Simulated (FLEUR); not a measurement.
# E(M) of MnPt3, part 2 of 2

How stiff is the moment of MnPt3, and are there other minima?

FLEUR MaX-R8.1; LDA (VWN); all-electron FLAPW, Dirac cores, scalar-relativistic bands. The settings are cheaper than careful work needs.

So far. Step 5 (Moment fixed at 3.587 μB): Its energy lies +54.9 meV a cell from the free run's.

**6. Moment fixed at 5.021 μB**

Input file inp.xml:

```
<?xml version="1.0" encoding="UTF-8" standalone="no"?>
<fleurInput fleurInputVersion="0.39">
   <comment>
      MnPt3
   </comment>
   <calculationSetup>
      <cutoffs Kmax="3.6" Gmax="10.8" GmaxXC="10.8" numbands="0"/>
      <scfLoop itmax="90" minDistance="0.00002" maxIterBroyd="15" imix="Anderson" alpha="0.05" precondParam="0.0" spinf="2.0" sdNocoIR="T"/>
      <coreElectrons ctail="T" frcor="F" kcrel="1" coretail_lmax="0"/>
      <xcFunctional name="vwn" relativisticCorrections="F"/>
      <magnetism jspins="2" fixed_moment="5.021"/>
      <soc l_soc="F" theta="0.0" phi="0.0" spav="F"/>
      <expertModes spex="0" secvar="F"/>
      <geometryOptimization l_f="F" forcealpha="1.0" forcemix="BFGS" epsdisp="0.00001" epsforce="0.00001"/>
      <ldaU l_linMix="F" mixParam="0.05" spinf="1.0"/>
   </calculationSetup>
   <cell>
      <bzIntegration valenceElectrons="63.0" mode="hist" fermiSmearingEnergy="0.00293995">
         <kPointListSelection listName="default-1"/>
         <xi:include xmlns:xi="http://www.w3.org/2001/XInclude" href="kpts.xml"> </xi:include>
      </bzIntegration>
      <xi:include xmlns:xi="http://www.w3.org/2001/XInclude" href="sym.xml"> </xi:include>
      <bulkLattice scale="1.0">
         <bravaisMatrix>
            <row-1>    7.3699318859399998     0.0000000000000000     0.0000000000000000</row-1>
            <row-2>    0.0000000000000000     7.3699318859399998     0.0000000000000000</row-2>
            <row-3>    0.0000000000000000     0.0000000000000000     7.3699318859399998</row-3>
         </bravaisMatrix>
      </bulkLattice>
   </cell>
   <atomSpecies>
      <species name="Manganese 3.500" element="Mn" atomicNumber="25">
         <mtSphere radius="2.54" gridPoints="839" logIncrement="0.015"/>
         <atomicCutoffs lmax="6" lnonsphr="4"/>
         <electronConfig flipSpins="F">
            <coreConfig>(1s1/2) (2s1/2) (2p1/2) (2p3/2)</coreConfig>
            <valenceConfig>(3s1/2) (3p1/2) (3p3/2) (4s1/2) (3d3/2) (3d5/2)</valenceConfig>
            <stateOccupation state="(3d3/2)" spinUp="1.25" spinDown="0.75"/>
            <stateOccupation state="(3d5/2)" spinUp="3.0" spinDown="0.0"/>
         </electronConfig>
         <energyParameters s="4" p="4" d="3" f="4"/>
         <lo type="SCLO" l="0" n="3" eDeriv="0"/>
         <lo type="SCLO" l="1" n="3" eDeriv="0"/>
      </species>
      <species name="Platinum (Pt)" element="Pt" atomicNumber="78">
         <mtSphere radius="2.54" gridPoints="839" logIncrement="0.016"/>
         <atomicCutoffs lmax="6" lnonsphr="4"/>
         <electronConfig flipSpins="F">
            <coreConfig>(1s1/2) (2s1/2) (2p1/2) (2p3/2) (3s1/2) (3p1/2) (3p3/2) (4s1/2) (3d3/2) (3d5/2) (4p1/2) (4p3/2) (5s1/2) (4d3/2) (4d5/2) (4f5/2) (4f7/2)</coreConfig>
            <valenceConfig>(5p1/2) (5p3/2) (6s1/2) (5d3/2) (5d5/2)</valenceConfig>
            <stateOccupation state="(6s1/2)" spinUp="0.500000" spinDown="0.500000"/>
            <stateOccupation state="(5d3/2)" spinUp="1.800000" spinDown="1.800000"/>
            <stateOccupation state="(5d5/2)" spinUp="2.700000" spinDown="2.700000"/>
         </electronConfig>
         <energyParameters s="6" p="6" d="5" f="5"/>
         <lo type="SCLO" l="1" n="5" eDeriv="0"/>
      </species>
   </atomSpecies>
   <atomGroups>
      <atomGroup species="Manganese 3.500">
         <relPos label="                   1">.0000000000 .0000000000 .0000000000</relPos>
         <force calculate="T" relaxXYZ="TTT"/>
      </atomGroup>
      <atomGroup species="Platinum (Pt)">
         <relPos label="                   2">.0000000000 1.000/2.000 1.000/2.000</relPos>
         <relPos label="                   3">1.000/2.000 .0000000000 1.000/2.000</relPos>
         <relPos label="                   4">1.000/2.000 1.000/2.000 .0000000000</relPos>
         <force calculate="T" relaxXYZ="TTT"/>
      </atomGroup>
   </atomGroups>
   <output dos="F" band="F" slice="F">
      <bandDOS minEnergy="-.5*Htr" maxEnergy="0.5*Htr" sigma="0.015" storeEVData="T"/>
      <plotting iplot="0" polar="F">
         <plot TwoD="T" vec1="  1.0  0.0  0.0" vec2="  0.0  1.0  0.0" vec3="  0.0  0.0  1.0" zero="  0.0  0.0  0.0" file="plot"/>
      </plotting>
      <moessbauerParams electricFieldGradient="F" isomerShift="F" coreHyperfine="F" valenceHyperfine="F"/>
   </output>
</fleurInput>
```

Started as:

```bash
OMP_NUM_THREADS=1 mpirun -n 4 fleur_MPI > fleur.log
```

Output:

```text
[banner, memory and clock lines left out]
Welcome to FLEUR        (www.flapw.de)
      MaX-Release 8.1          (www.max-centre.eu)

 ========== k-point set info ==========
 Selected k-point list: default-1
 k-point list type: mesh
 0 x 0 x 0
 Number of k points: 12

 [... set-up left out ...]
 Iteration:     1   Distance:       3.75652240 me/bohr^3
 [... lines of the core solver left out ...]
 Iteration:     2   Distance:       3.52422616 me/bohr^3
 [... lines of the core solver left out ...]
[... rest left out ...]

--- out.xml (last complete iteration) ---
[...]
<sumOfEigenvalues value="   -34628.6900747596">
               <coreElectrons value="-34600.2027942363"/>
               <valenceElectrons value="-28.4872805233"/>
            </sumOfEigenvalues>
         [... left out ...]
            <freeEnergy value="-56466.0323065616"/>
            <extrapolationTo0K value="-56466.0310699996"/>
         </totalEnergy>
         <densityConvergence units="me/bohr^3">
            <chargeDensity spin="1" distance="0.0000086491"/>
            <chargeDensity spin="2" distance="0.0000063986"/>
            <overallChargeDensity distance="0.0000088293"/>
            <spinDensity distance="0.0000123912"/>
         </densityConvergence>
      </iteration>
```

The job ended after 13 s (4 MPI ranks of Arm Neoverse N1, shared host; peak memory 0.18 GiB).

Read from the output:

```yaml
magnetization: 5.021 μB
```

Its energy lies +67.1 meV a cell from the free run's.

**7. A faulty input**

A slip in the input shows what the program catches and what it lets pass.

Input file inp.xml:

```
<?xml version="1.0" encoding="UTF-8" standalone="no"?>
<fleurInput fleurInputVersion="0.39">
   <comment>
      MnPt3
   </comment>
   <calculationSetup>
      <cutoffs Kmax="2.3" Gmax="6.9" GmaxXC="6.9" numbands="0"/>
      <scfLoop itmax="50" minDistance="0.00002" maxIterBroyd="15" imix="Anderson" alpha="0.05" precondParam="0.0" spinf="2.0" sdNocoIR="T"/>
      <coreElectrons ctail="T" frcor="F" kcrel="1" coretail_lmax="0"/>
      <xcFunctional name="vwn" relativisticCorrections="F"/>
      <magnetism jspins="2"/>
      <soc l_soc="F" theta="0.0" phi="0.0" spav="F"/>
      <expertModes spex="0" secvar="F"/>
      <geometryOptimization l_f="F" forcealpha="1.0" forcemix="BFGS" epsdisp="0.00001" epsforce="0.00001"/>
      <ldaU l_linMix="F" mixParam="0.05" spinf="1.0"/>
   </calculationSetup>
   <cell>
      <bzIntegration valenceElectrons="63.0" mode="hist" fermiSmearingEnergy="0.00293995">
         <kPointListSelection listName="default-1"/>
         <xi:include xmlns:xi="http://www.w3.org/2001/XInclude" href="kpts.xml"> </xi:include>
      </bzIntegration>
      <xi:include xmlns:xi="http://www.w3.org/2001/XInclude" href="sym.xml"> </xi:include>
      <bulkLattice scale="1.0">
         <bravaisMatrix>
            <row-1>    7.3699318859399998     0.0000000000000000     0.0000000000000000</row-1>
            <row-2>    0.0000000000000000     7.3699318859399998     0.0000000000000000</row-2>
            <row-3>    0.0000000000000000     0.0000000000000000     7.3699318859399998</row-3>
         </bravaisMatrix>
      </bulkLattice>
   </cell>
   <atomSpecies>
      <species name="Manganese 3.500" element="Mn" atomicNumber="25">
         <mtSphere radius="2.54" gridPoints="839" logIncrement="0.015"/>
         <atomicCutoffs lmax="6" lnonsphr="4"/>
         <electronConfig flipSpins="F">
            <coreConfig>(1s1/2) (2s1/2) (2p1/2) (2p3/2)</coreConfig>
            <valenceConfig>(3s1/2) (3p1/2) (3p3/2) (4s1/2) (3d3/2) (3d5/2)</valenceConfig>
            <stateOccupation state="(3d3/2)" spinUp="1.25" spinDown="0.75"/>
            <stateOccupation state="(3d5/2)" spinUp="3.0" spinDown="0.0"/>
         </electronConfig>
         <energyParameters s="4" p="4" d="3" f="4"/>
         <lo type="SCLO" l="0" n="3" eDeriv="0"/>
         <lo type="SCLO" l="1" n="3" eDeriv="0"/>
      </species>
      <species name="Platinum (Pt)" element="Pt" atomicNumber="78">
         <mtSphere radius="2.54" gridPoints="839" logIncrement="0.016"/>
         <atomicCutoffs lmax="6" lnonsphr="4"/>
         <electronConfig flipSpins="F">
            <coreConfig>(1s1/2) (2s1/2) (2p1/2) (2p3/2) (3s1/2) (3p1/2) (3p3/2) (4s1/2) (3d3/2) (3d5/2) (4p1/2) (4p3/2) (5s1/2) (4d3/2) (4d5/2) (4f5/2) (4f7/2)</coreConfig>
            <valenceConfig>(5p1/2) (5p3/2) (6s1/2) (5d3/2) (5d5/2)</valenceConfig>
            <stateOccupation state="(6s1/2)" spinUp="0.500000" spinDown="0.500000"/>
            <stateOccupation state="(5d3/2)" spinUp="1.800000" spinDown="1.800000"/>
            <stateOccupation state="(5d5/2)" spinUp="2.700000" spinDown="2.700000"/>
         </electronConfig>
         <energyParameters s="6" p="6" d="5" f="5"/>
         <lo type="SCLO" l="1" n="5" eDeriv="0"/>
      </species>
   </atomSpecies>
   <atomGroups>
      <atomGroup species="Manganese 3.500">
         <relPos label="                   1">.0000000000 .0000000000 .0000000000</relPos>
         <force calculate="T" relaxXYZ="TTT"/>
      </atomGroup>
      <atomGroup species="Platinum (Pt)">
         <relPos label="                   2">.0000000000 1.000/2.000 1.000/2.000</relPos>
         <relPos label="                   3">1.000/2.000 .0000000000 1.000/2.000</relPos>
         <relPos label="                   4">1.000/2.000 1.000/2.000 .0000000000</relPos>
         <force calculate="T" relaxXYZ="TTT"/>
      </atomGroup>
   </atomGroups>
   <output dos="F" band="F" slice="F">
      <bandDOS minEnergy="-.5*Htr" maxEnergy="0.5*Htr" sigma="0.015" storeEVData="T"/>
      <plotting iplot="0" polar="F">
         <plot TwoD="T" vec1="  1.0  0.0  0.0" vec2="  0.0  1.0  0.0" vec3="  0.0  0.0  1.0" zero="  0.0  0.0  0.0" file="plot"/>
      </plotting>
      <moessbauerParams electricFieldGradient="F" isomerShift="F" coreHyperfine="F" valenceHyperfine="F"/>
   </output>
</fleurInput>
```

Input file crystal.txt:

```
MnPt3
&input film=F cartesian=F /
3.90000000000  0.00000000000  0.00000000000
0.00000000000  3.90000000000  0.00000000000
0.00000000000  0.00000000000  3.90000000000
1.8897261246
1.0 1.0 1.0

4
25 0.00000000000  0.00000000000  0.00000000000 : 3.500
78 0.00000000000  0.50000000000  0.50000000000
78 0.50000000000  0.00000000000  0.50000000000
78 0.50000000000  0.50000000000  0.00000000000

&kpt div1=4 div2=4 div3=4 gamma=T /
```

Started as:

```bash
OMP_NUM_THREADS=1 inpgen -f crystal.txt > inpgen.log  # inp.xml is then edited as shown
OMP_NUM_THREADS=1 mpirun -n 4 fleur_MPI > fleur.log
```

Output:

```text
[banner, memory and clock lines left out]
Welcome to FLEUR        (www.flapw.de)
      MaX-Release 8.1          (www.max-centre.eu)

 ========== k-point set info ==========
 Selected k-point list: default-1
 k-point list type: mesh
 0 x 0 x 0
 Number of k points: 12

 [... set-up left out ...]
 Iteration:     1   Distance:      44.92098682 me/bohr^3
 [... lines of the core solver left out ...]
 Iteration:     2   Distance:      31.22344052 me/bohr^3
 [... lines of the core solver left out ...]
[... rest left out ...]

--- out.xml (last complete iteration) ---
<iteration numberForCurrentRun="   28" overallNumber="   28">
         [... left out ...]
         <bandgap value="0.0107045561" units="eV"/>
         <sumValenceSingleParticleEnergies value="-35.2759363705" units="Htr"/>
         <FermiEnergy value="0.3322976413" units="Htr"/>
         [... left out ...]
         <magneticMomentsInMTSpheres units="muBohr">
            <globalMagMoment atomType="1" vec="0.00000   0.00000   3.91840"/>
            <globalMagMoment atomType="2" vec="0.00000   0.00000   0.17841"/>
         </magneticMomentsInMTSpheres>
         [... left out ...]
         <totalEnergy value="   -56465.1616424134" units="Htr">
            <sumOfEigenvalues value="   -34669.7854238163">
               <coreElectrons value="-34634.5094874458"/>
               <valenceElectrons value="-35.2759363705"/>
            </sumOfEigenvalues>
         [... left out ...]
            <freeEnergy value="-56465.1652497347"/>
            <extrapolationTo0K value="-56465.1634460741"/>
         </totalEnergy>
         <densityConvergence units="me/bohr^3">
            <chargeDensity spin="1" distance="0.0000102213"/>
            <chargeDensity spin="2" distance="0.0000048575"/>
            <overallChargeDensity distance="0.0000092171"/>
            <spinDensity distance="0.0000130838"/>
         </densityConvergence>
      </iteration>
```

It took 9.8 s on 4 MPI ranks; peak memory 0.17 GiB; 39 s of CPU time.

Convergence was reached, yet the input spoils the result.

The fault in the input: a cutoff far too low.

Side by side:

```
           quantity     this run    first run  difference
largest moment (μB)       3.9184       3.6760       0.242
 magnetization (μB)        4.569       4.2508       0.318
   free energy (eV)  -1536495.42  -1536519.08        23.7
```

One result that differs is the magnetization, 4.57 μB against 4.25 μB.

Too few augmented waves can't hold the states between the spheres; radius times Kmax of 7 to 8 is usual.

**8. The curve**

The other moments were run in the same way.

The energy over the lowest by total spin moment:

```
total spin moment (μB a cell)  energy over the lowest (meV a cell)
                         0.72                                 1152
                         1.44                                  931
                         2.15                                  625
                         2.87                                  301
                         3.59                                 54.9
                         4.25                                    0
                         4.30                                0.606
                         5.02                                 67.1
                         5.74                                  291
```

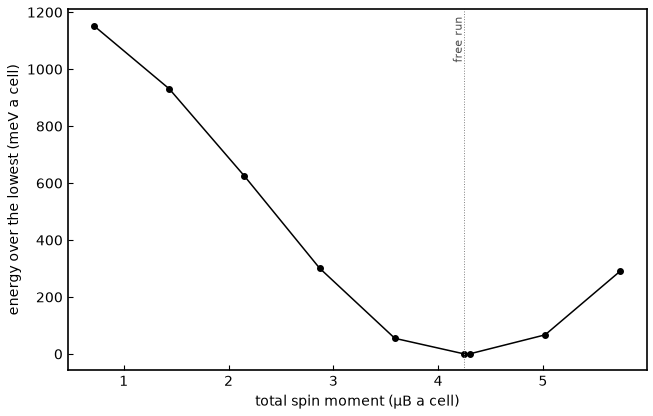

Energy over the lowest against total spin moment.

The moment, largest sphere moment by total spin moment:

```
total spin moment (μB a cell)  moment, largest sphere moment (μB)
                         0.72                                1.15
                         1.44                                2.18
                         2.15                                2.88
                         2.87                                3.38
                         3.59                                3.61
                         4.25                                3.68
                         4.30                                3.68
                         5.02                                3.85
                         5.74                                3.92
```

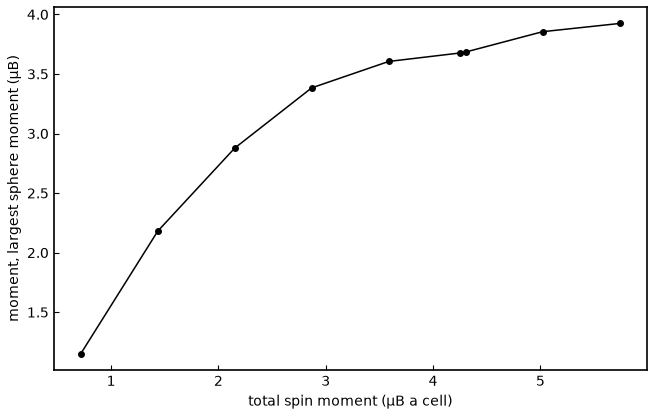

Moment, largest sphere moment, plotted against total spin moment.

**9. Summary of results**

```json
{
  "moment of the free run": "4.25 μB a cell",
  "moment of the lowest point": "4.25 μB a cell"
}
```

[Logs and program files are shortened in this print: banners, set-up blocks, solver, clock and traceback lines can be left out without a mark of their own.]

[Logs are printed without paths, hosts, clocks, repeated set-up lines and the standing remarks that a program may print on its own settings, such as how far it seeks lower states.]

[Hosts, paths, dates, database ids (printed as entryN), source tags and the programs' standing remarks are cut or masked in the printed files.]

[Where a cell is said to come from a database of computed structures, the database is the Materials Project.]
